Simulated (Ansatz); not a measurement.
# SiBr+ (triplet): wave-function methods side by side, cc-pVDZ

How much of the correlation energy of SiBr+ (triplet) does each wave-function method recover here?

The runs use Ansatz 0.2.0, Gaussian basis; cc-pVDZ, core rule «outside noble gas», up to 19 orbitals frozen.

To be run: UHF; CCSD(T) on ROHF; CCSD(T) on UHF; BCCD(T) on ROHF; CISD as a restricted active space (open shells left free, so some higher excitations enter); CCSDT(Q) on ROHF; CCSDT(Q) on UHF; CASSCF and MRCISD+Q, 10 electrons in 8 orbitals; CASSCF and NEVPT2, 10 electrons in 8 orbitals.

11 further runs of the same task are left out: 2 for a known fault of the program, 3 that didn't finish, 6 set aside as unsound or not needed. Runs told in other sessions of the task aren't counted.

### 1 The geometry

The geometry is a PBE0/def2-TZVP stationary point (not a proven minimum). No spin-orbit coupling is included. The filled d shell of Br may be among the frozen orbitals whatever the setting's name suggests.

2 atoms, charge 1, spin multiplicity 3.

Atoms are counted from 1 here; the program's logs count them from 0.

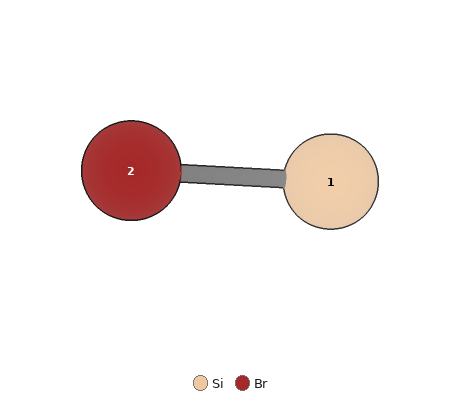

The geometry (silicon light orange, bromine red); atoms are numbered from 1 in the order of the file.

In the tables R marks a restricted open-shell determinant and U an unrestricted one; 'valence' is the active space of 10 electrons in 8 orbitals; energies count from the table's Hartree-Fock row.

### 2 UHF

File in.yaml:

```yaml
crystal:
  periodic: [false, false, false]
  atoms:
    - {symbol: Si, position_ang: [0.000000, 0.000000, 0.000000]}
    - {symbol: Br, position_ang: [0.000000, 0.000000, 2.143900]}
basis:
  gaussian: {orbitals: cc-pVDZ}
total_charge: 1
magnetization: {spin_polarized: true, initial_magnetization: 2}
hamiltonian: {xc: hf}
output: {orbitals: {seedname: orbitals}}
```

Launch:

```bash
> ansatz run in.yaml --threads 1 --pin off --events-out ev --progress --plain --max-ram 2393MiB
```

Output:

```text
Functional definition: HF
  name "HF"
  cite "Fock, Z. Phys. 61, 126 (1930) doi:10.1007/BF01340294"
  parent pbe
  exchange = exact_x
  correlation = 0
500 factors; integrals over basis functions are off by at most 8.9e-4 eV
mean field evaluation 1: about -77848.4016 eV, gradient 1.4e1 eV
mean field evaluation 2: about -77848.4062 eV, gradient 1.4e1 eV
mean field evaluation 4: about -77850.2124 eV, gradient 1.9e0 eV
mean field evaluation 8: about -77850.3094 eV, gradient 9.9e-2 eV
mean field evaluation 16: about -77849.3270 eV, gradient 2.3e0 eV
mean field evaluation 32: about -77848.9179 eV, gradient 5.1e0 eV
mean field -77850.31002519 eV, -2860.9461245904 hartree, gradient 1.4e-5 eV, S^2 2.014853; 1 other end points of the search recorded, 0 dependent functions left out
reference -77850.31002519 eV, -2860.9461245904 hartree; 25, 23 occupied and 20, 22 virtual orbitals, 500 factors
Total energy: -77850.31002519 eV, -2860.9461245904 hartree
```

Run time: 1.3 s. Hardware: 1 thread of Arm Neoverse V1, shared host.

From the report: ⟨S²⟩ of the determinant 2.015 (pure triplet: 2.00).

### 3 CCSD(T) on ROHF

File in.yaml:

```yaml
crystal:
  periodic: [false, false, false]
  atoms:
    - {symbol: Si, position_ang: [0.000000, 0.000000, 0.000000]}
    - {symbol: Br, position_ang: [0.000000, 0.000000, 2.143900]}
basis:
  gaussian: {orbitals: cc-pVDZ}
total_charge: 1
magnetization: {spin_polarized: false, initial_magnetization: 2}
correlation: {method: ccsd_t, electrons: outside_noble_gas}
output: {forces: true}
```

Same command.

Output, shortened:

```text
Functional definition: HF
  name "HF"
  cite "Fock, Z. Phys. 61, 126 (1930) doi:10.1007/BF01340294"
  parent pbe
[...]
500 factors; integrals over basis functions are off by at most 8.9e-4 eV
[...]
mean field -77850.21459960 eV, -2860.9426177645 hartree, gradient 1.5e-6 eV, S^2 2.000000; 10 other end points of the search recorded, 0 dependent functions left out
[...]
determinant -77850.21459960 eV, -2860.9426177645 hartree, with singles and doubles -77854.96900340 eV, -2861.1173388815 hartree
determinant -77849.20773548 eV, -2860.9056161908 hartree, with singles and doubles -77854.11296521 eV, -2861.0858800584 hartree
determinant -77848.94637384 eV, -2860.8960113277 hartree, with singles and doubles -77853.86409282 eV, -2861.0767341667 hartree
19 core orbitals not correlated: weight in the atoms' cores, before any rotation towards them, 1.000 or more for the frozen orbitals, at most 0.000 for the correlated occupied ones
reference -77850.21459960 eV, -2860.9426177645 hartree; 6, 4 occupied and 20, 22 virtual orbitals, 500 factors
second order -4.12211609 eV of doubles, -0.05066836 eV of singles
cycle   1  -4.75504872 eV  change   -6.4e-4 eV  update   1.2e-3
[...]
cycle   9  -4.75577939 eV  change    4.2e-7 eV  update   9.6e-7
perturbative correction -0.16853938 eV, -0.0061937079 hartree
[...]
Total energy: -77855.13891836 eV, -2861.1235831413 hartree
Atom 0 at     0.000000     0.000000     0.000000 Å, force    -0.000000    -0.000000    -0.908536 eV/Å
Atom 1 at     0.000000     0.000000     2.143900 Å, force     0.000000    -0.000000     0.908536 eV/Å
Dipole moment:     0.000000     0.000000    -0.956564 e Å
```

It took 7.5 s on 1 thread of Arm Neoverse V1, shared host.

From the report: correlation -4.9243 eV; T1 0.036; largest double amplitude 0.06.

### 4 CCSD(T) on UHF

in.yaml: that of step 3 with these lines changed.

```diff
@@ -8,3 +8,3 @@
 total_charge: 1
-magnetization: {spin_polarized: false, initial_magnetization: 2}
+magnetization: {spin_polarized: true, initial_magnetization: 2}
 correlation: {method: ccsd_t, electrons: outside_noble_gas}
```

The command is unchanged.

Output, shortened:

```text
Functional definition: HF
  name "HF"
  cite "Fock, Z. Phys. 61, 126 (1930) doi:10.1007/BF01340294"
  parent pbe
[...]
500 factors; integrals over basis functions are off by at most 8.9e-4 eV
[...]
mean field -77850.31002519 eV, -2860.9461245904 hartree, gradient 2.1e-6 eV, S^2 2.014853; 8 other end points of the search recorded, 0 dependent functions left out
determinant -77850.31002519 eV, -2860.9461245904 hartree, with singles and doubles -77854.97475972 eV, -2861.1175504224 hartree
determinant -77849.44917362 eV, -2860.9144888787 hartree, with singles and doubles -77854.12049827 eV, -2861.0861568932 hartree
determinant -77849.16898614 eV, -2860.9041921788 hartree, with singles and doubles -77853.87180301 eV, -2861.0770175109 hartree
19 core orbitals not correlated: weight in the atoms' cores, before any rotation towards them, 1.000 or more for the frozen orbitals, at most 0.000 for the correlated occupied ones
reference -77850.31002519 eV, -2860.9461245904 hartree; 6, 4 occupied and 20, 22 virtual orbitals, 500 factors
second order -4.09068410 eV of doubles, -0.00000000 eV of singles
cycle   1  -4.66525594 eV  change   -5.2e-4 eV  update   9.4e-4
[...]
cycle   9  -4.66577919 eV  change    5.7e-7 eV  update   8.0e-7
perturbative correction -0.16294997 eV, -0.0059883009 hartree
[...]
Total energy: -77855.13875435 eV, -2861.1235771140 hartree
Atom 0 at     0.000000     0.000000     0.000000 Å, force     0.000000    -0.000000    -0.903960 eV/Å
Atom 1 at     0.000000     0.000000     2.143900 Å, force    -0.000000     0.000000     0.903960 eV/Å
Dipole moment:     0.000000     0.000000    -0.957354 e Å
```

It took 7 s on 1 thread of Arm Neoverse V1, shared host.

From the report: ⟨S²⟩ of the determinant 2.015 (pure triplet: 2.00); correlation -4.8287 eV; T1 0.027; largest double amplitude 0.06.

### 5 BCCD(T) on ROHF

File in.yaml:

```yaml
crystal:
  periodic: [false, false, false]
  atoms:
    - {symbol: Si, position_ang: [0.000000, 0.000000, 0.000000]}
    - {symbol: Br, position_ang: [0.000000, 0.000000, 2.143900]}
basis:
  gaussian: {orbitals: cc-pVDZ}
total_charge: 1
magnetization: {spin_polarized: false, initial_magnetization: 2}
correlation: {method: bccd_t, electrons: outside_noble_gas}
```

Launched as before.

Output, shortened:

```text
Functional definition: HF
  name "HF"
  cite "Fock, Z. Phys. 61, 126 (1930) doi:10.1007/BF01340294"
  parent pbe
[...]
500 factors; integrals over basis functions are off by at most 8.9e-4 eV
[...]
mean field -77850.21459960 eV, -2860.9426177645 hartree, gradient 1.5e-6 eV, S^2 2.000000; 10 other end points of the search recorded, 0 dependent functions left out
[...]
determinant -77850.21459960 eV, -2860.9426177645 hartree, with singles and doubles -77854.96900340 eV, -2861.1173388815 hartree
determinant -77849.20773548 eV, -2860.9056161908 hartree, with singles and doubles -77854.11296521 eV, -2861.0858800584 hartree
determinant -77848.94637384 eV, -2860.8960113277 hartree, with singles and doubles -77853.86409282 eV, -2861.0767341667 hartree
19 core orbitals not correlated: weight in the atoms' cores, before any rotation towards them, 1.000 or more for the frozen orbitals, at most 0.000 for the correlated occupied ones
reference -77850.21459960 eV, -2860.9426177645 hartree; 6, 4 occupied and 20, 22 virtual orbitals, 500 factors
second order -4.12211609 eV of doubles, -0.05066836 eV of singles
cycle   1  -4.74359859 eV  change    1.1e-2 eV  update   2.2e-2
[...]
cycle  10  -4.74089677 eV  change    7.5e-8 eV  update   7.2e-6
perturbative correction -0.17948631 eV, -0.0065960003 hartree
Total energy: -77855.13498268 eV, -2861.1234385077 hartree
```

It took 6.5 s on 1 thread of Arm Neoverse V1, shared host.

From the report: correlation -4.9204 eV; largest double amplitude 0.06.

### 6 CISD as a restricted active space (open shells left free, so some higher excitations enter)

in.yaml: that of step 5 with these lines changed.

```diff
@@ -9,2 +9,2 @@
 magnetization: {spin_polarized: false, initial_magnetization: 2}
-correlation: {method: bccd_t, electrons: outside_noble_gas}
+correlation: {active_space: {ras: {orbitals: [4, 2, 20], electrons: 10, max_holes: 2, max_particles: 2}, fixed_orbitals: true}}
```

The command is unchanged.

Output:

```text
Functional definition: HF
  name "HF"
  cite "Fock, Z. Phys. 61, 126 (1930) doi:10.1007/BF01340294"
  parent pbe
  exchange = exact_x
  correlation = 0
500 factors; integrals over basis functions are off by at most 8.9e-4 eV
mean field evaluation 1: about -77848.3327 eV, gradient 1.7e1 eV
mean field evaluation 2: about -77848.3370 eV, gradient 1.7e1 eV
mean field evaluation 4: about -77850.0910 eV, gradient 2.0e0 eV
mean field evaluation 8: about -77850.2145 eV, gradient 9.3e-2 eV
mean field evaluation 16: about -77849.2077 eV, gradient 5.5e-2 eV
mean field evaluation 32: about -77850.2146 eV, gradient 1.6e-4 eV
mean field evaluation 64: about -77848.9047 eV, gradient 2.0e0 eV
mean field evaluation 96: about -77849.2077 eV, gradient 5.8e-5 eV
mean field -77850.21459960 eV, -2860.9426177645 hartree, gradient 1.5e-6 eV, S^2 2.000000; 10 other end points of the search recorded, 0 dependent functions left out
reference -77850.21459960 eV, -2860.9426177645 hartree; 25, 23 occupied and 20, 22 virtual orbitals, 500 factors
state -77854.69309535 eV, -2861.1071994476 hartree
Total energy: -77854.69309535 eV, -2861.1071994476 hartree
```

Run time: 3.8 s. Hardware: 1 thread of Arm Neoverse V1, shared host.

From the report: 14,880 determinants.

### 7 CCSDT(Q) on ROHF

in.yaml: that of step 6 with these lines changed.

```diff
@@ -9,2 +9,2 @@
 magnetization: {spin_polarized: false, initial_magnetization: 2}
-correlation: {active_space: {ras: {orbitals: [4, 2, 20], electrons: 10, max_holes: 2, max_particles: 2}, fixed_orbitals: true}}
+correlation: {method: ccsdt_q, electrons: outside_noble_gas}
```

The command is unchanged.

Output, shortened:

```text
Functional definition: HF
  name "HF"
  cite "Fock, Z. Phys. 61, 126 (1930) doi:10.1007/BF01340294"
  parent pbe
[...]
842 factors; integrals over basis functions are off by at most 1.6e-7 eV
[...]
mean field -77850.21467463 eV, -2860.9426205218 hartree, gradient 1.0e-6 eV, S^2 2.000000; 11 other end points of the search recorded, 0 dependent functions left out
[...]
determinant -77850.21467463 eV, -2860.9426205218 hartree, with singles and doubles -77854.96906887 eV, -2861.1173412876 hartree
determinant -77849.20780845 eV, -2860.9056188724 hartree, with singles and doubles -77854.11305332 eV, -2861.0858832964 hartree
determinant -77848.94644463 eV, -2860.8960139288 hartree, with singles and doubles -77853.86417673 eV, -2861.0767372505 hartree
19 core orbitals not correlated: weight in the atoms' cores, before any rotation towards them, 1.000 or more for the frozen orbitals, at most 0.000 for the correlated occupied ones
reference -77850.21467463 eV, -2860.9426205218 hartree; 6, 4 occupied and 20, 22 virtual orbitals, 842 factors
second order -4.12210859 eV of doubles, -0.05066867 eV of singles
cycle   1  -4.50636114 eV  change   -3.3e-1 eV  update   8.9e-2
[...]
cycle  19  -4.95163451 eV  change    6.6e-7 eV  update   7.1e-7
perturbative correction -0.01082953 eV, -0.0003979780 hartree
Total energy: -77855.17713868 eV, -2861.1249877119 hartree
```

It took 17 s on 1 thread of Arm Neoverse V1, shared host.

From the report: correlation -4.9625 eV; T1 0.038; largest double amplitude 0.07.

### 8 CCSDT(Q) on UHF

in.yaml: that of step 7 with these lines changed.

```diff
@@ -8,3 +8,3 @@
 total_charge: 1
-magnetization: {spin_polarized: false, initial_magnetization: 2}
+magnetization: {spin_polarized: true, initial_magnetization: 2}
 correlation: {method: ccsdt_q, electrons: outside_noble_gas}
```

Same command.

Output, shortened:

```text
Functional definition: HF
  name "HF"
  cite "Fock, Z. Phys. 61, 126 (1930) doi:10.1007/BF01340294"
  parent pbe
[...]
842 factors; integrals over basis functions are off by at most 1.6e-7 eV
[...]
mean field -77850.31010053 eV, -2860.9461273591 hartree, gradient 6.4e-6 eV, S^2 2.014853; 9 other end points of the search recorded, 0 dependent functions left out
determinant -77850.31010053 eV, -2860.9461273591 hartree, with singles and doubles -77854.97482545 eV, -2861.1175528381 hartree
determinant -77849.44924986 eV, -2860.9144916803 hartree, with singles and doubles -77854.12058658 eV, -2861.0861601383 hartree
determinant -77849.16906010 eV, -2860.9041948966 hartree, with singles and doubles -77853.87188765 eV, -2861.0770206214 hartree
19 core orbitals not correlated: weight in the atoms' cores, before any rotation towards them, 1.000 or more for the frozen orbitals, at most 0.000 for the correlated occupied ones
reference -77850.31010053 eV, -2860.9461273591 hartree; 6, 4 occupied and 20, 22 virtual orbitals, 842 factors
second order -4.09067690 eV of doubles, -0.00000000 eV of singles
cycle   1  -4.43661472 eV  change   -3.5e-1 eV  update   8.4e-2
[...]
cycle  19  -4.85715903 eV  change    6.1e-7 eV  update   5.9e-7
perturbative correction -0.01440895 eV, -0.0005295190 hartree
Total energy: -77855.18166851 eV, -2861.1251541803 hartree
```

Wall time 15 s (1 thread of Arm Neoverse V1, shared host).

From the report: ⟨S²⟩ of the determinant 2.015 (pure triplet: 2.00); correlation -4.8716 eV; T1 0.029; largest double amplitude 0.07.

### 9 CASSCF and MRCISD+Q, 10 electrons in 8 orbitals

File in.yaml:

```yaml
crystal:
  periodic: [false, false, false]
  atoms:
    - {symbol: Si, position_ang: [0.000000, 0.000000, 0.000000]}
    - {symbol: Br, position_ang: [0.000000, 0.000000, 2.143900]}
basis:
  gaussian: {orbitals: cc-pVDZ}
total_charge: 1
magnetization: {spin_polarized: false, initial_magnetization: 2}
correlation: {method: fic_mrcisd_q, electrons: outside_noble_gas, active_space: {window: {electrons: 10, orbitals: 8}, shells: [{species: Br, l: s, shell: 4}, {species: Br, l: p, shell: 4}, {species: Si, l: s, shell: 3}, {species: Si, l: p, shell: 3}]}}
```

The command is unchanged.

Output, shortened:

```text
Functional definition: HF
  name "HF"
  cite "Fock, Z. Phys. 61, 126 (1930) doi:10.1007/BF01340294"
  parent pbe
[...]
842 factors; integrals over basis functions are off by at most 1.6e-7 eV
[...]
mean field -77850.21467463 eV, -2860.9426205218 hartree, gradient 1.0e-6 eV, S^2 2.000000; 11 other end points of the search recorded, 0 dependent functions left out
reference -77850.21467463 eV, -2860.9426205218 hartree; 25, 23 occupied and 20, 22 virtual orbitals, 842 factors
state -77851.29291470 eV, -2860.9822451136 hartree
contracted CI cycle   1: correlation 0.00000000 eV, 0.0000000000 hartree, residual 1.43e1 eV
contracted CI cycle   2: correlation -3.45059686 eV, -0.1268070958 hartree, residual 2.67e0 eV
contracted CI cycle   3: correlation -3.58028236 eV, -0.1315729500 hartree, residual 5.61e-1 eV
contracted CI cycle   4: correlation -3.58655819 eV, -0.1318035822 hartree, residual 1.35e-1 eV
contracted CI cycle   5: correlation -3.58690652 eV, -0.1318163832 hartree, residual 3.22e-2 eV
contracted CI cycle   6: correlation -3.58692668 eV, -0.1318171241 hartree, residual 8.86e-3 eV
contracted CI cycle   7: correlation -3.58692816 eV, -0.1318171787 hartree, residual 2.34e-3 eV
contracted CI cycle   8: correlation -3.58692826 eV, -0.1318171824 hartree, residual 5.86e-4 eV
state -77851.29291470 eV, -2860.9822451136 hartree; corrected -77855.13446276 eV, -2861.1234194008 hartree
Total energy: -77855.13446276 eV, -2861.1234194008 hartree
Checks for a lower state left out: starts, orbital_swaps
```

It took 9.5 s on 1 thread of Arm Neoverse V1, shared host.

From the report: 784 determinants; active occupations 2.00, 2.00, 1.97, 1.96, 1.00, 1.00, 0.03, 0.03.

### 10 CASSCF and NEVPT2, 10 electrons in 8 orbitals

File in.yaml:

```yaml
crystal:
  periodic: [false, false, false]
  atoms:
    - {symbol: Si, position_ang: [0.000000, 0.000000, 0.000000]}
    - {symbol: Br, position_ang: [0.000000, 0.000000, 2.143900]}
basis:
  gaussian: {orbitals: cc-pVDZ}
total_charge: 1
magnetization: {spin_polarized: false, initial_magnetization: 2}
correlation: {method: sc_nevpt2, electrons: outside_noble_gas, active_space: {window: {electrons: 10, orbitals: 8}, shells: [{species: Br, l: s, shell: 4}, {species: Br, l: p, shell: 4}, {species: Si, l: s, shell: 3}, {species: Si, l: p, shell: 3}]}}
```

Launched as before.

Output, shortened:

```text
Functional definition: HF
  name "HF"
  cite "Fock, Z. Phys. 61, 126 (1930) doi:10.1007/BF01340294"
  parent pbe
[...]
842 factors; integrals over basis functions are off by at most 1.6e-7 eV
[...]
mean field -77850.21467463 eV, -2860.9426205218 hartree, gradient 1.0e-6 eV, S^2 2.000000; 11 other end points of the search recorded, 0 dependent functions left out
reference -77850.21467463 eV, -2860.9426205218 hartree; 25, 23 occupied and 20, 22 virtual orbitals, 842 factors
state -77851.29291470 eV, -2860.9822451136 hartree
state -77851.29291470 eV, -2860.9822451136 hartree; corrected -77854.28330657 eV, -2861.0921399878 hartree
Total energy: -77854.28330657 eV, -2861.0921399878 hartree
Checks for a lower state left out: starts, orbital_swaps
```

Wall time 8 s (1 thread of Arm Neoverse V1, shared host).

From the report: 784 determinants; active occupations 2.00, 2.00, 1.97, 1.96, 1.00, 1.00, 0.03, 0.03.

### 11 Natural occupations

Natural occupations of the CASSCF valence state about the gap (report; correlated orbitals 2 to 8): 1.995, 1.972, 1.965, 1.005, 1.004, 0.033, 0.029. The count of effectively unpaired electrons, Σ n²(2 − n)², is 2.02; a single determinant of this spin has 2.

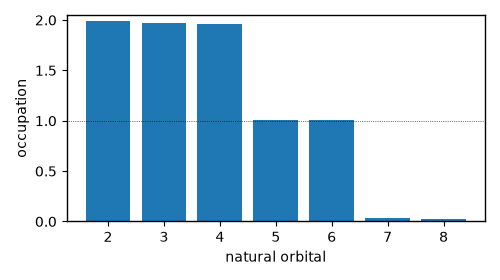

Natural occupations of the CASSCF valence state.

### 12 Misses and costs

The yardstick is UCCSDT(Q), where the cluster series has nearly closed. Rows without a time are mean-field rows or come out of runs for another level: lower rungs of the coupled-cluster runs, CASSCF and MRCISD of the multireference runs, or the Hartree-Fock search. The times of RCCSD(T), UCCSD(T) include forces.

Differences are taken before rounding.

| method | energy from the lowest ROHF (meV) | from UCCSDT(Q) (meV) | time |
| --- | --- | --- | --- |
| ROHF | 0.0 | +4967.1 |  |
| UHF | -95.4 | +4871.6 |  |
| RMP2 | -4172.8 | +794.3 |  |
| UMP2 | -4186.1 | +781.0 |  |
| CISD | -4478.5 | +488.6 | 3.8 s |
| RCCSD | -4755.8 | +211.3 |  |
| UCCSD | -4761.2 | +205.9 |  |
| RCCSD(T) | -4924.3 | +42.8 | 7.5 s |
| UCCSD(T) | -4924.2 | +42.9 | 7 s |
| BCCD(T) | -4920.4 | +46.7 | 6.5 s |
| RCCSDT | -4951.7 | +15.4 |  |
| UCCSDT | -4952.7 | +14.4 |  |
| RCCSDT(Q) | -4962.5 | +4.5 | 17 s |
| UCCSDT(Q) | -4967.1 | 0 | 15 s |
| CASSCF valence | -1078.3 | +3888.8 |  |
| NEVPT2 valence | -4068.7 | +898.4 | 8 s |
| MRCISD valence | -4665.2 | +301.8 |  |
| MRCISD+Q valence | -4919.9 | +47.2 | 9.5 s |

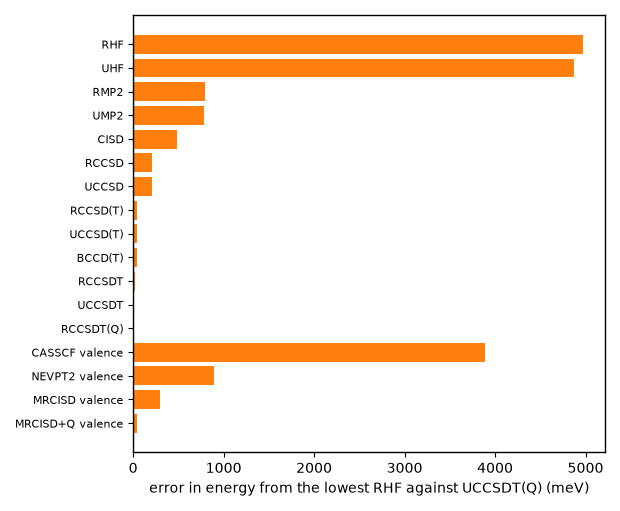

How far each level lands from UCCSDT(Q).

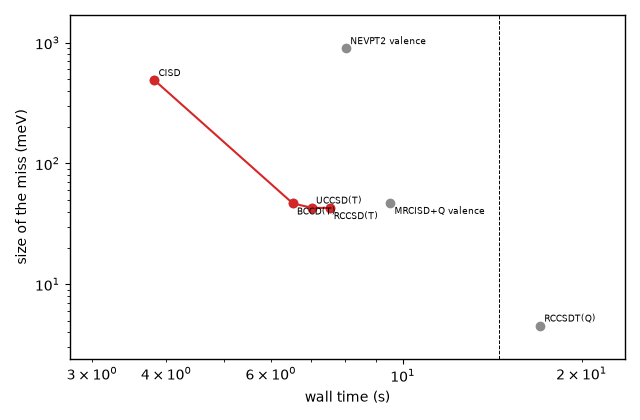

Miss against cost. Red marks the levels that no quicker level drawn beats (of those quicker than the yardstick), and the dashed line is the time of UCCSDT(Q). Times are from a shared host.

### 13 What came out

| quantity | value |
| --- | --- |
| UCCSDT(Q) from the ROHF energy | -4.9671 eV |
| RMP2 from UCCSDT(Q) | +794.3 meV |
| UMP2 from UCCSDT(Q) | +781.0 meV |
| RCCSD from UCCSDT(Q) | +211.3 meV |
| RCCSD(T) from UCCSDT(Q) | +42.8 meV |
| UCCSD(T) from UCCSDT(Q) | +42.9 meV |
| RCCSDT(Q) from UCCSDT(Q) | +4.5 meV |
| NEVPT2 valence from UCCSDT(Q) | +898.4 meV |
| MRCISD+Q valence from UCCSDT(Q) | +47.2 meV |
| levels within 1 kcal/mol (43 meV) | RCCSD(T), UCCSD(T), RCCSDT, UCCSDT, RCCSDT(Q) |
| T1 diagnostic | 0.036 |
| effectively unpaired electrons | 2.02 |

What this shows: RCCSD(T) misses by +42.8 meV, 0.9 % of the correlation energy. One determinant dominates. Of the multireference levels listed MRCISD+Q valence comes nearest in total energy (+47.2 meV), which doesn't show that its space is the better one. These misses are within one basis, not against nature; the frozen cores of restricted and unrestricted runs differ, which can shift their rows.

With open shells the CI space here admits some higher excitations, so it is larger than plain CISD.

RCCSD(T) reaches 42.8 meV from the reference in 7.5 s, where UCCSDT(Q) took 15 s; the quickest level in the cost chart, CISD, takes 3.8 s and misses by 488.6 meV.
